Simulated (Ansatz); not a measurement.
## Al2O3 (R-3c): how ε∞ follows the gap

The empty bands of Al2O3 (R-3c) are shifted up rigidly by Δ, and ε∞ along x is computed for each shift. x, y and z are the Cartesian axes of the input cell.

The structure is trigonal, space group R-3c (No. 167). The conventional cell has a = 4.760 Å, b = 4.760 Å, c = 12.996 Å, α = 90.00°, β = 90.00°, γ = 120.00°. Around Al on site c lie 6 O at 1.85 to 1.97 Å. O on site e is surrounded by 4 Al at 1.85 to 1.97 Å.

Method: Ansatz 0.2.0, PBE, independent particles, k-mesh 6×6×6 with interpolation inside its cells, Gaussian parameter 0.1 eV.

Launch of the response step: `ansatz run input.yaml --threads 4 --pin off --max-ram 8192MiB --backend cpu --events-out ev --progress --plain --runs-dir out`. The series took 2.9 min in all, on 4 threads of Intel(R) Xeon(R) Processor @ 2.70GHz, with other jobs on the host.

| Δ (eV) | ε∞ along x |
| --- | --- |
| 0.00 | ? |
| 0.40 | 3.257 |
| 0.80 | 3.193 |
| 1.20 | 3.133 |
| 1.60 | 3.076 |
| 2.00 | 3.023 |

With one effective transition at E₀ and fixed dipole strength, ε∞ − 1 = A/(E₀ + Δ), so 1/(ε∞ − 1) is linear in Δ.

Working, on the rows shown:

| x = Δ (eV) | y = 1/(ε∞ − 1) |
| --- | --- |
| 0.4 | 0.443066 |
| 0.8 | 0.455996 |
| 1.2 | 0.468823 |
| 1.6 | 0.481696 |
| 2 | 0.494315 |

Means: x̄ = 1.2, ȳ = 0.46878. Σ(x − x̄)(y − ȳ) = 0.05128, Σ(x − x̄)² = 1.6. Slope = 0.05128 / 1.6 = 0.03205; intercept = ȳ − slope · x̄ = 0.43032. Turned back into ε∞ along x, the line misses the rows shown by at most 0.00042.

Task: Fill in the last column of the withheld row.

Result: At x = 0 the line gives y = 0.43032, that is 3.324. The run gave 3.325, so the extrapolation is off by 0.0011, 0.4 % of the range in the table.

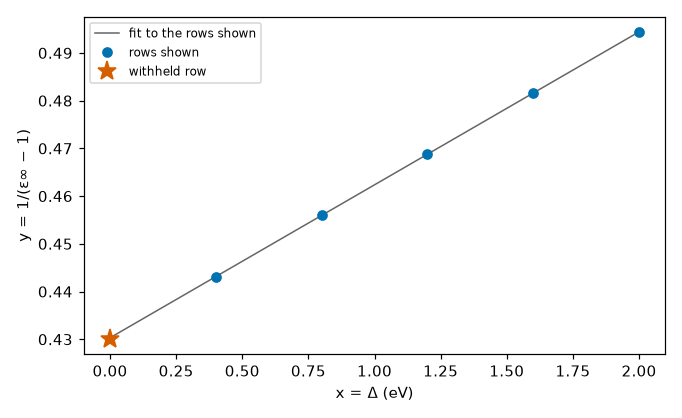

Refitted with all rows, the slope is 0.03213 and the intercept 0.43021. These give E₀ = intercept/slope = 13.4 eV, far above the least direct gap of 6.22 eV: most of the screening comes from transitions well over the edge. Over the first step ε∞ falls by 5 % per eV. Excitons are left out and so are local fields; PBE gaps are as a rule too small.
